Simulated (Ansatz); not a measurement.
# CuO (Cc): one cell, several starts and searches, part 2 of 2

Aim: see in which states the SCF of CuO (Cc) ends at one fixed cell when the search of states or the symmetry kept is changed. Cell and atoms stay fixed.

Ansatz 0.2.0; DFT PBEsol+U (U_eff = 7 eV on Cu d), plane waves, PAW. The steps go on from the part before.

### Step 4. From atoms, default search

input.yaml

```yaml
crystal:
  lattice:
    - [2.34464976, -1.71339982, 0.0]
    - [2.34464976, 1.71339982, 0.0]
    - [-0.86054991, 0.0, 5.05943948]
  atoms:
    - { symbol: Cu, position: [0.0032, 0.4968, 0.0], spin: 1.0, spin_axis: [0.57735, 0.57735, 0.57735] }
    - { symbol: Cu, position: [0.4968, 0.0032, 0.5], spin: 1.0, spin_axis: [-0.57735, -0.57735, -0.57735] }
    - { symbol: O, position: [0.5714, 0.4056, 0.2537] }
    - { symbol: O, position: [0.4056, 0.5714, 0.7537] }
basis:
  ecutwfc: 420
  ecutrho_ratio: 4
kpoints:
  mp_grid: { grid: [7, 7, 4] }
hamiltonian:
  xc: pbesol
  hubbard:
    sites: [{ site: 0, l: d, u_eff: 7.0 }, { site: 1, l: d, u_eff: 7.0 }]
scf:
  occupations: { method: gaussian, width: 0.05 }
output:
  forces: true
  stress: true
  eigenvalues: true
  populations: true
  hubbard: { sites: [{ site: 0, l: d }, { site: 1, l: d }] }
  write_density: true
  write_potential: true
  elf: true
  volumetric_format: npy
magnetization:
  noncollinear: true
  spin_orbit: true
```

This run includes spin–orbit coupling.

The run is started by

```sh
> ansatz run input.yaml --threads 4 --pin off --max-ram 6144MiB --backend cpu --events-out ev --progress --plain --runs-dir out
```

Standard output:

```text
Warning: output.stress: scf.convergence.dr2_threshold = 1e-7 eV (the SCF's general default) is looser than the 4e-10 eV advised for a printed stress (1e-10 eV for each atom of the cell: 4). What an SCF threshold leaves in a stress goes as its square root, and in the free energy as the threshold itself, and one threshold admits the most on a small cell: of the crystals measured, under no hybrid functional and no lock of the moments, on runs that ended without the residual-converged pass, on stresses that held no estimate of that error, the worst erred by over 100 MPa in a component at 1e-7 eV an atom and by under 5 at 1e-10. Set scf.convergence.dr2_threshold to 4e-10 eV or tighter. The threshold is an SCF's pass mark: one that does not reach it within its budget of iterations ends unconverged, or closes short of it on a stop that the run arms, and scf.convergence.dr2_threshold's page says what that costs each kind of run
Warning: RAYON_NUM_THREADS=4 ignored (pool sized by the plan → 4); use --threads N
Cu: projections on atomic orbitals take those of the free atom [Ne] 3s2 3p6 3d10 4s1, of charge +0.00 (hamiltonian.pseudopotentials.projection_atoms); the dataset's partial waves leave at most 2.0e-9 of an orbital's norm unspanned inside its sphere
O: projections on atomic orbitals take those of the free atom [He] 2s2 2p4, of charge +0.00 (hamiltonian.pseudopotentials.projection_atoms); the dataset's partial waves leave at most 1.5e-11 of an orbital's norm unspanned inside its sphere
Engine: ansatz 0.2.0, aarch64-unknown-linux-gnu
Pseudopotentials: kind: paw_fr
Pseudopotential: Cu, paw_fr, valence charge 19, recommended cutoff 420 eV (normal), Cu.paw.azcp#standard-fr
Pseudopotential: O, paw_fr, valence charge 6, recommended cutoff 420 eV (normal), O.paw.azcp#standard-fr
Functional definition: PBEsol
  exchange = pbesol_x
  correlation = pbesol_c
Crystal: 4 atoms, lattice volume = 40.651 Å³
Basis set: ecut = 420 eV, 789 PW (Γ), exchange–correlation on 40×40×72 points (8 copies of the dense FFT grid, shifted against one another)
Bands: 60, of which v1, the nominal top of the filled ones, is band 50 counted from 1 (49 counted from 0)
Symmetry: 1 space group operations
Magnetic group: BNS 1.1 (UNI 1), of the structure as read, at distance tolerance 3.4e-5 Å
k-points: 196
Projection manifold: j_resolved (fully-relativistic pseudo-atomic orbitals)
Non-local potential: Cu, projectors of the file, l = 0: 3, l = 1: 4, l = 2: 6, l = 3: 2
Non-local potential: O, projectors of the file, l = 0: 2, l = 1: 4, l = 2: 2
PAW form: soft (Blöchl's): semilocal exchange-correlation on the pseudo side does not see the compensation charge
PAW frozen core: Cu, regenerated for the run's functional, and the local potential with it (the file was generated under x = pbe(κ = 0.804, μ = 0.2195149727645171), c = pbe(β = 0.06672455060314922))
PAW frozen core: O, regenerated for the run's functional, and the local potential with it (the file was generated under x = pbe(κ = 0.804, μ = 0.2195149727645171), c = pbe(β = 0.06672455060314922))
PAW one-centre angular grid: Cu, 590 points (default); XC on 64 Gauss nodes
PAW one-centre angular grid: O, 110 points (default); XC on 64 Gauss nodes
Initial density: superposition of atomic densities (chi_scale 0.1, normalization cell, long waves kept (reshape's long-wave potential 0.00 eV rms))
Starting moments: Σ|m| = 2 μB on 2 of 4 sites
Initial wavefunctions: pseudopotential atomic-orbital guess
Functional: x = pbesol(κ = 0.804, μ = 0.12345679012345678), c = pbesol(β = 0.046)
SCF iter   1: F=—  HF=-14293.677329 eV  |F-HF|=—  |Δ(HF+E_count)|=         —  Δρ=1.04e-1  dr2=2.40e0  dr2_m=3.04e0  ethr=3.10e-3  |M|=6.74e-4 ∫|m|=4.21e-1 μB  |m|>n=0.0e0 m-floor=0.0e0 τ_xc=2.9e-16 mc-row=0.0e0  β_m=0.30  ⟨swp⟩=6.9  Hψ=52835  notcnv=0  defer=109
preconditioner: auto → Resta (q_TF=auto, 2.824 Å⁻¹)  ε∞=8.1  [insulator: Δε(μ)=0.061 eV  Ē_g=12.785 eV  σ=0.050 eV  W_gap=0.61  n_scr=20 (ndim 8)  ℏωp=34.0 eV  f_vac=0.000  D(μ)=0.80/eV (n_scr^D=2)  ε∞_Penn≈8.1]
spin=Noncollinear: Resta preconditioning applied to the charge; magnetization (m_x, m_y, m_z) channels mix plain (no charge-response kernel on spin).
SCF iter   2: F=—  HF=-14293.607302 eV  |F-HF|=—  |Δ(HF+E_count)|=   7.00e-2  Δρ=6.45e-2  dr2=1.59e-1  dr2_m=1.16e0  ethr=3.10e-3  |M|=2.65e-3 ∫|m|=5.84e-1 μB  |m|>n=0.0e0 m-floor=0.0e0 τ_xc=3.2e-5 mc-row=0.0e0  β_m=0.30  ⟨swp⟩=2.0  Hψ=18414  notcnv=0  defer=774
preconditioner: auto → Kerker (q_TF=auto, 2.824 Å⁻¹)  [metal: Δε(μ)=0.006 eV  Ē_g=12.501 eV  σ=0.050 eV  W_gap=0.07  n_scr=20 (ndim 8)  ℏωp=34.0 eV  f_vac=0.000  D(μ)=1.63/eV (n_scr^D=12)]
spin=Noncollinear: Kerker preconditioning applied to the charge; magnetization (m_x, m_y, m_z) channels mix plain (no charge-response kernel on spin).
SCF iter   3: F=—  HF=-14293.871824 eV  |F-HF|=—  |Δ(HF+E_count)|=   2.65e-1  Δρ=4.23e-2  dr2=7.50e-2  dr2_m=4.99e-1  ethr=3.18e-4  |M|=3.55e-3 ∫|m|=6.52e-1 μB  |m|>n=0.0e0 m-floor=0.0e0 τ_xc=7.1e-5 mc-row=0.0e0  β_m=0.30  ⟨swp⟩=2.0  Hψ=19194  notcnv=0  defer=774
SCF iter   4: F=—  HF=-14294.091911 eV  |F-HF|=—  |Δ(HF+E_count)|=   2.20e-1  Δρ=2.53e-2  dr2=2.93e-2  dr2_m=1.79e-1  ethr=1.50e-4  |M|=4.09e-3 ∫|m|=7.49e-1 μB  |m|>n=0.0e0 m-floor=0.0e0 τ_xc=9.4e-5 mc-row=0.0e0  β_m=0.30  ⟨swp⟩=2.4  Hψ=22224  notcnv=0  defer=774
SCF iter   5: F=—  HF=-14294.190232 eV  |F-HF|=—  |Δ(HF+E_count)|=   9.83e-2  Δρ=1.37e-2  dr2=3.24e-2  dr2_m=5.19e-2  ethr=5.86e-5  |M|=5.04e-3 ∫|m|=8.57e-1 μB  |m|>n=0.0e0 m-floor=0.0e0 τ_xc=1.1e-4 mc-row=0.0e0  β_m=0.30  ⟨swp⟩=2.0  Hψ=18754  notcnv=0  defer=774
SCF iter   6: F=—  HF=-14294.256649 eV  |F-HF|=—  |Δ(HF+E_count)|=   6.64e-2  Δρ=9.33e-3  dr2=3.21e-2  dr2_m=1.90e-2  ethr=5.86e-5  |M|=4.12e-3 ∫|m|=9.64e-1 μB  |m|>n=0.0e0 m-floor=0.0e0 τ_xc=1.4e-4 mc-row=0.0e0  β_m=1.00  ⟨swp⟩=2.3  Hψ=15222  notcnv=0  defer=770
SCF iter   7: F=—  HF=-14294.315300 eV  |F-HF|=—  |Δ(HF+E_count)|=   5.87e-2  Δρ=1.03e-2  dr2=3.94e-2  dr2_m=2.29e-2  ethr=5.86e-5  |M|=4.23e-3 ∫|m|=1.08e0 μB  |m|>n=0.0e0 m-floor=0.0e0 τ_xc=1.0e-3 mc-row=0.0e0  β_m=1.00  ⟨swp⟩=2.3  Hψ=14432  notcnv=0  defer=770
SCF iter   8: F=—  HF=-14294.462852 eV  |F-HF|=—  |Δ(HF+E_count)|=   1.48e-1  Δρ=4.09e-2  dr2=5.48e-1  dr2_m=9.30e-2  ethr=5.86e-5  |M|=5.26e-3 ∫|m|=1.27e0 μB  |m|>n=0.0e0 m-floor=0.0e0 τ_xc=1.0e-3 mc-row=0.0e0  β_m=1.00  ⟨swp⟩=2.0  Hψ=18940  notcnv=0  defer=770
SCF iter   9: F=—  HF=-14294.479968 eV  |F-HF|=—  |Δ(HF+E_count)|=   1.71e-2  Δρ=3.07e-2  dr2=3.06e-1  dr2_m=6.82e-2  ethr=5.86e-5  |M|=5.86e-3 ∫|m|=1.34e0 μB  |m|>n=0.0e0 m-floor=0.0e0 τ_xc=1.5e-3 mc-row=0.0e0  β_m=1.00  ⟨swp⟩=2.0  Hψ=19758  notcnv=0  defer=770
SCF iter  10: F=—  HF=-14294.501729 eV  |F-HF|=—  |Δ(HF+E_count)|=   2.18e-2  Δρ=2.34e-2  dr2=1.77e-1  dr2_m=5.04e-2  ethr=5.86e-5  |M|=6.36e-3 ∫|m|=1.38e0 μB  |m|>n=0.0e0 m-floor=0.0e0 τ_xc=1.5e-3 mc-row=0.0e0  β_m=1.00  ⟨swp⟩=2.0  Hψ=18233  notcnv=0  defer=770
[... 6 lines left out ...]
spin-set hold released at iteration 15 (site moments' squared step at or under half its running peak, from the soft ceiling on): the magnetisation degrees of freedom join the quasi-Newton model from the next iteration; the mixer history was flushed
[... 5 lines left out ...]
SCF iter  21: F=—  HF=-14294.556445 eV  |F-HF|=—  |Δ(HF+E_count)|=   9.99e-6  Δρ=7.61e-5  dr2=9.64e-7  dr2_m=1.20e-6  ethr=5.42e-8  |M|=1.24e-2 ∫|m|=1.52e0 μB  |m|>n=0.0e0 m-floor=0.0e0 τ_xc=8.8e-4 mc-row=0.0e0  β_m=0.96  ⟨swp⟩=2.0  Hψ=20010  notcnv=0  defer=766
SCF iter  22: F=—  HF=-14294.556447 eV  |F-HF|=—  |Δ(HF+E_count)|=   1.83e-6  Δρ=5.53e-5  dr2=7.53e-7  dr2_m=5.13e-7  ethr=1.93e-9  |M|=1.33e-2 ∫|m|=1.52e0 μB  |m|>n=0.0e0 m-floor=0.0e0 τ_xc=8.8e-4 mc-row=0.0e0  β_m=0.98  ⟨swp⟩=2.0  Hψ=20598  notcnv=0  defer=766
SCF iter  23: F=—  HF=-14294.556448 eV  |F-HF|=—  |Δ(HF+E_count)|=   1.03e-6  Δρ=9.41e-5  dr2=2.12e-6  dr2_m=5.15e-7  ethr=1.51e-9  |M|=1.40e-2 ∫|m|=1.52e0 μB  |m|>n=0.0e0 m-floor=0.0e0 τ_xc=8.9e-4 mc-row=0.0e0  β_m=0.91  ⟨swp⟩=2.0  Hψ=20794  notcnv=0  defer=766
SCF iter  24: F=—  HF=-14294.556449 eV  |F-HF|=—  |Δ(HF+E_count)|=   5.37e-7  Δρ=6.54e-5  dr2=1.18e-6  dr2_m=4.62e-7  ethr=1.51e-9  |M|=1.53e-2 ∫|m|=1.52e0 μB  |m|>n=0.0e0 m-floor=0.0e0 τ_xc=8.9e-4 mc-row=0.0e0  β_m=0.66  ⟨swp⟩=2.0  Hψ=20662  notcnv=0  defer=766
SCF iter  25: F=—  HF=-14294.556451 eV  |F-HF|=—  |Δ(HF+E_count)|=   1.89e-6  Δρ=3.49e-5  dr2=3.10e-7  dr2_m=1.66e-7  ethr=1.51e-9  |M|=1.87e-2 ∫|m|=1.52e0 μB  |m|>n=0.0e0 m-floor=0.0e0 τ_xc=9.1e-4 mc-row=0.0e0  β_m=0.80  ⟨swp⟩=2.0  Hψ=17627  notcnv=0  defer=766
SCF iter  26: F=—  HF=-14294.556452 eV  |F-HF|=—  |Δ(HF+E_count)|=   9.97e-7  Δρ=2.11e-5  dr2=1.36e-7  dr2_m=6.36e-8  ethr=6.20e-10  |M|=2.17e-2 ∫|m|=1.52e0 μB  |m|>n=0.0e0 m-floor=0.0e0 τ_xc=9.3e-4 mc-row=0.0e0  β_m=0.90  ⟨swp⟩=2.0  Hψ=20794  notcnv=0  defer=766
SCF iter  27: F=—  HF=-14294.556452 eV  |F-HF|=—  |Δ(HF+E_count)|=   5.46e-7  Δρ=2.66e-5  dr2=2.32e-7  dr2_m=2.75e-8  ethr=2.00e-10  |M|=2.47e-2 ∫|m|=1.52e0 μB  |m|>n=0.0e0 m-floor=0.0e0 τ_xc=9.4e-4 mc-row=0.0e0  β_m=0.95  ⟨swp⟩=13.2  Hψ=83291  notcnv=0
SCF iter  28: F=—  HF=-14294.556452 eV  |F-HF|=—  |Δ(HF+E_count)|=   1.37e-7  Δρ=1.20e-5  dr2=4.50e-8  dr2_m=7.01e-9  ethr=2.00e-10  |M|=2.57e-2 ∫|m|=1.52e0 μB  |m|>n=0.0e0 m-floor=0.0e0 τ_xc=9.4e-4 mc-row=0.0e0  β_m=0.98  ⟨swp⟩=5.3  Hψ=69989  notcnv=0
SCF iter  29: F=—  HF=-14294.556453 eV  |F-HF|=—  |Δ(HF+E_count)|=   9.06e-8  Δρ=2.31e-5  dr2=1.41e-7  dr2_m=8.79e-9  ethr=9.00e-11  |M|=2.60e-2 ∫|m|=1.52e0 μB  |m|>n=0.0e0 m-floor=0.0e0 τ_xc=9.5e-4 mc-row=0.0e0  β_m=0.76  ⟨swp⟩=7.5  Hψ=65696  notcnv=0  recentre
SCF iter  30: F=-14294.556453 eV  HF=-14294.556453 eV  |F-HF|=5.07e-10  |Δ(HF+E_count)|=   1.41e-8  Δρ=2.32e-6  dr2=1.04e-9  dr2_m=6.91e-10  ethr=9.00e-11  |M|=2.61e-2 ∫|m|=1.52e0 μB  |m|>n=0.0e0 m-floor=0.0e0 τ_xc=9.4e-4 mc-row=0.0e0  ⟨swp⟩=5.0  Hψ=66816  notcnv=0
SCF 1 converged in 30 iterations: F = -14294.556453 eV  dr2 = 1.04e-9
SCF converged after 30 iterations
Magnetization: |M| = 0.0261 μB,  M = (+0.0198, +0.0011, -0.0170) μB
Absolute magnetization: 1.5095 μB (∫|m|, with the PAW one-centre terms)
  site 0: m = (+0.3401, +0.3256, +0.3259) μB, |m| = 0.5726 μB  (R = 0.79 Å)
  site 1: m = (-0.3275, -0.3244, -0.3365) μB, |m| = 0.5708 μB  (R = 0.79 Å)
  site 2: m = (+0.0010, -0.0026, -0.0057) μB, |m| = 0.0064 μB  (R = 0.79 Å)
  site 3: m = (+0.0055, +0.0023, -0.0001) μB, |m| = 0.0060 μB  (R = 0.79 Å)
Free energy (F): -14294.556453 eV
Harris-Foulkes:  -14294.556453 eV  (|F-HF|=5.07e-10)
Internal energy: -14294.556453 eV  (E = F + TS)
E sigma→0 (E₀):  -14294.556453 eV
Fermi energy:    11.626213 eV
--- Per-component energies (eV) ---
  E_band       = -925.745019
  E_kinetic    = 941.803674
  E_local      = -9665.485343  (includes V_loc(G=0)·N_el)
  E_nonlocal   = 880.745148
  E_hartree    = 4177.403849
  E_xc         = -320.470082
  E_vxc        = -413.475236  (∫ρ·V_xc dr)
  E_hubbard    = 2.136291  (on-site DFT+U / exact-exchange correction)
  E_vhub       = -61.375592  (the Hubbard potential's part of the band-sum identity)
  E_paw        = -3554.344484  (= ΣΔE_a)
  E_vpaw       = -962.773270  (= ΣTr[D̂ρ^β])
  E_aug_tail   = 0.005479  (compensation charges beyond the density's cutoff)
  E_ewald      = -6756.836478
  E_core_change = 0.485494  (= ΣΔE_core)
  E_smearing   = -0.000000  (= −TS)
  E_closure    = -0.000000  (closes the sum)
  Σ components = -14294.556453   (vs F -14294.556453, Δ=0.00e0)
--- Hubbard shell moments (per corrected site; Tr N, ν in electrons; μ in μ_B) ---
  shell 0: Tr N=9.3784  μ_S=(+0.3219, +0.3083, +0.3087)  μ_L=(+0.0567, +0.0709, +0.0353)  μ=(+0.3786, +0.3792, +0.3440)  ν=0.0322 along (+0.593, +0.569, +0.570)
  shell 1: Tr N=9.3782  μ_S=(-0.3103, -0.3072, -0.3186)  μ_L=(-0.0193, -0.0149, -0.0178)  μ=(-0.3295, -0.3221, -0.3363)  ν=0.0458 along (-0.574, -0.568, -0.589)
--- Forces (eV/Å), atoms counted from 1 ---
  atom   1  Cu    -0.67859302     0.32492133     0.30834111
  atom   2  Cu    -0.67850049    -0.32495206     0.30799185
  atom   3  O      0.67820319     0.10840404    -0.30808005
  atom   4  O      0.67888790    -0.10837244    -0.30825191
  max |Σ_I F_I| component: 2.43e-6 eV/Å
--- Stress (GPa, compression-positive) ---
       -0.034161       0.001229      -0.999830
        0.001152       0.492640       0.001567
       -0.999904       0.001583       0.625639
  P = ⅓ Tr σ = 0.3614 GPa (3.614 kbar)
--- Band table (eV; the first three rows and the last of 196) ---
  k-point 0: bands = ["-100.7878", "-100.7877", "-100.0252", "-100.0229", "-60.0618", "-59.8325", "-59.7650", "-59.4507", "-57.7680", "-57.3815", "-57.3276", "-56.9163", "-56.7943", "-56.7907", "-56.7345", "-56.6324", "-7.7281", "-7.7214", "-6.2724", "-6.2649", "2.7682", "2.7729", "3.7107", "3.7358", "4.9864", "5.0369", "5.2144", "5.2635", "5.6074", "5.6421", "5.7604", "5.8234", "5.8618", "5.8969", "6.3159", "6.3470", "6.4174", "6.4502", "7.6738", "7.7712", "7.9629", "8.0390", "9.0910", "9.1032", "9.2630", "9.2712", "9.6026", "9.6087", "11.2930", "11.3010", "13.1911", "13.2154", "13.3639", "13.3754", "17.9268", "17.9284", "20.1047", "20.1100", "25.2013", "25.2034"]
[... 3 lines left out ...]
Occupation matrices written to <dir>
--- Löwdin populations: 4 sites ---
  site symbol       q [e]
     0     Cu     17.9512
     1     Cu     17.9510
     2      O      6.9310
     3      O      6.9310
  spilling = 0.004717 (of n_electrons = 50.000000)
--- Occupation matrices: 2 shells (run DFT+U table (all-electron-ortho-atomic); ε = 3.39e-3) ---
  Cu0 d_3D: site group C1 (1)
  Cu0 d_3D spinor Tr n = 9.3784  λ = 0.438 0.984 0.984 0.986 0.997 0.997 0.998 0.998 0.998 0.999  [xz 0.60 A1/2(1.00) | 3× xy 0.48 A1/2(1.00) | 6× z2 0.30 A1/2(1.00)]
  Cu1 d_3D: site group C1 (1)
  Cu1 d_3D spinor Tr n = 9.3782  λ = 0.438 0.984 0.984 0.986 0.997 0.997 0.998 0.998 0.998 0.999  [xz 0.60 A1/2(1.00) | 3× xy 0.48 A1/2(1.00) | 6× z2 0.30 A1/2(1.00)]
  Tr n, λ and their labels are of the run-group-symmetrised matrices; stabiliser: 1 of 4 elements of G0×{1,Θ} (closed), max defect 1.3e-15 at τ = 7.2e-4
```

Run time: 1.9 min. Hardware: 4 threads of Arm Neoverse V2, shared host; peak memory 1.5 GiB.

It ends with a gap on the mesh of 0.65 eV, pressure 0.4 GPa, moments in spheres Cu1 (0.34, 0.33, 0.33); Cu2 (-0.33, -0.32, -0.34) μB, largest force component 0.68 eV/Å, 1 symmetry operation imposed.

The shells' filling, with natural orbitals sorted by occupation:

```csv
shell,channel,electrons,over 0.8,0.2 to 0.8,under 0.2
Cu 3d (atom 1),both spins,9.38,9,1,0
```

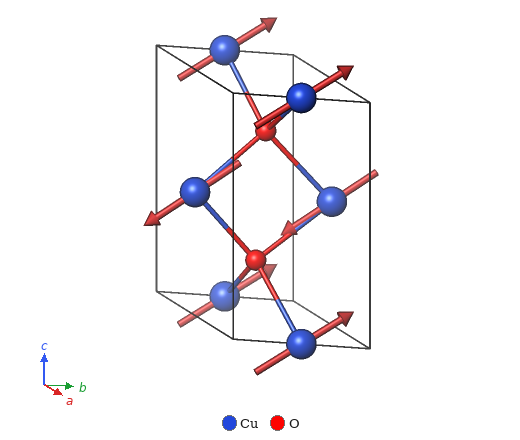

Spin moments on the atoms; the longest arrow is 0.57 μB.

The maps below are laid out on this run's own conventional cell (a, b, c = 4.689, 3.427, 5.132 Å).

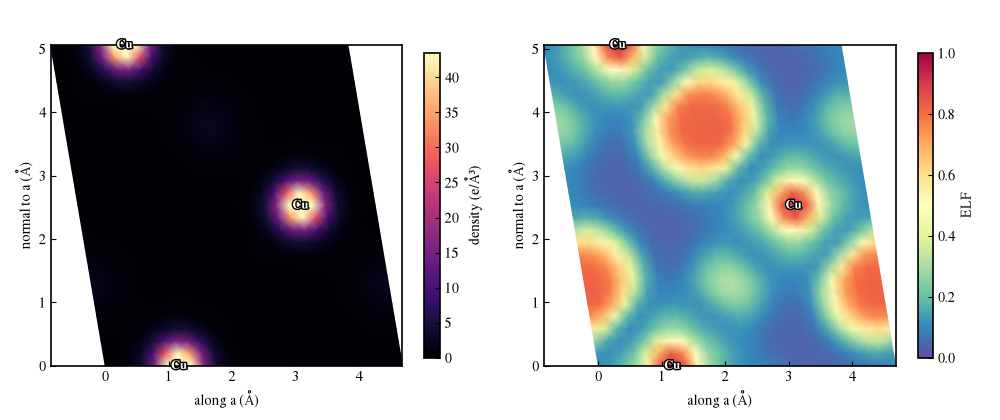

Density (left) and ELF (right) in a lattice plane of the grid's cell (edges 4.69 and 5.13 Å, at 0.247 of the third edge), which holds Cu. Only atoms in the plane are labelled; the density scale stops at 43.47 e/Å³. Both are smooth fields of the valence electrons: close to the nuclei they are not physical.

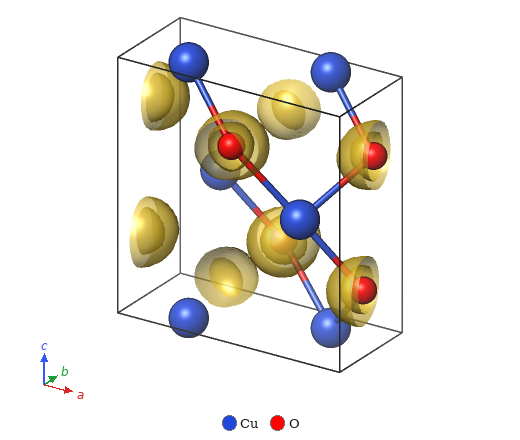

Surface of ELF = 0.77, drawn in one cell.

The highest ELF values outside the cores: 0.84 beside O, off the lines to its neighbours, 0.6 Å from O; 0.83 on the O–Cu line, 0.6 Å from O; 0.83 in the shell around O, 0.6 Å from O.

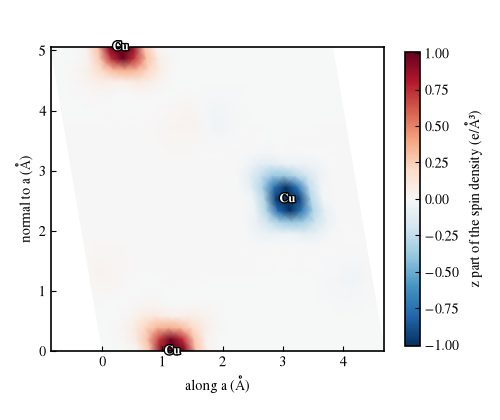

The z part of the spin density in a lattice plane of the grid's cell (edges 4.69 and 5.13 Å, at 0.247 of the third edge), which holds Cu.

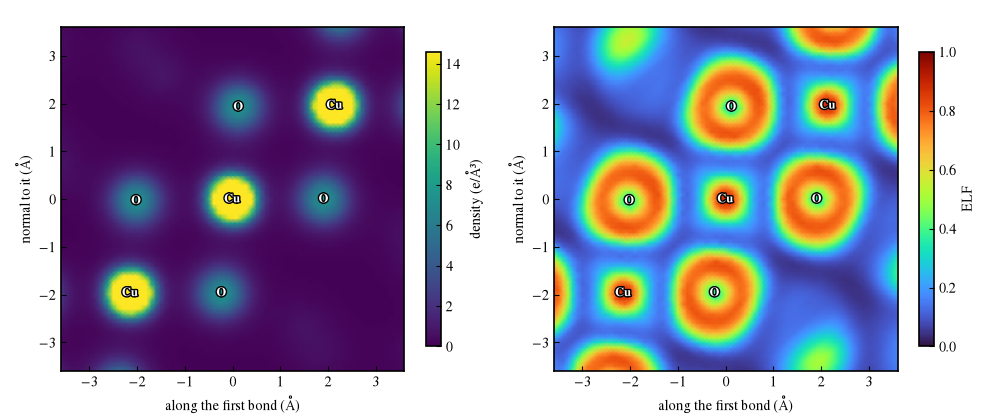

Density and ELF in the plane through atom 1 (Cu) and two of its nearest O neighbours; the density scale stops at 14.59 e/Å³.

### Step 5. The states in order of energy

What follows sums up all 2 parts.

Energies count from the lowest free state with spin–orbit coupling and have the smearing extrapolated to zero.

| start | energy (meV/atom) | gap (eV) | pressure (GPa) | largest moment (μB) | SCF cycles | time |
| --- | --- | --- | --- | --- | --- | --- |
| natural orbitals of the symmetric run, filled by rank | 0.0 | 0.65 | 0.4 | 0.57 | 29 | 2.4 min |
| from atoms, default search | 0.0 | 0.65 | 0.4 | 0.57 | 30 | 1.9 min |
| from atoms, symmetry kept, no search | 0.0 | 0.65 | 0.4 | 0.57 | 30 | 99 s |

The 3 free runs with spin–orbit coupling end within about 1 meV/atom of each other. The run with the program's default settings reaches the lowest one found. The lowest state found need not be the ground state, and the geometry wasn't relaxed for any of them.
